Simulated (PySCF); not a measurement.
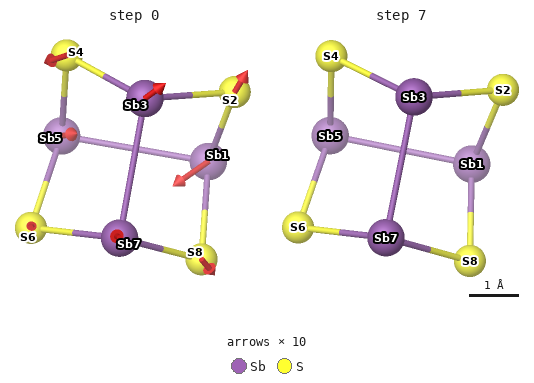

The structure of Sb$_{4}$S$_{4}$ before (left) and after (right) a relaxation, at one scale. The red arrows give the displacements, magnified 10 times.

A ball-and-stick model, seen face on.

The start comes from GFN2-xTB. Its atoms were then displaced at random by about 0.03 Å.

Level of theory: PBE0-D3(BJ)/def2-SVP geometry optimisation, gas phase (PySCF 2.14.0, density-fitted response routines). 

What changed between the two?

The energy falls by 0.214 eV in 7 geometry steps. Sb1 moves most after the best rigid fit: 0.10 Å. Largest moves by element: Sb 0.10 Å, S 0.07 Å. Among the contacts that change: S4–Sb5 2.530 → 2.433 Å, Sb3–S4 2.337 → 2.431 Å, Sb1–Sb5 3.044 → 2.950 Å, Sb1–S8 2.502 → 2.432 Å. Among the angles between lasting bonds that change: Sb1–S8–Sb7 108.1° → 104.4°, S4–Sb3–Sb7 101.1° → 97.5°, Sb5–Sb1–S8 94.3° → 97.8°. The run took 10 min on 1 thread of AMD EPYC, with other jobs on the host.
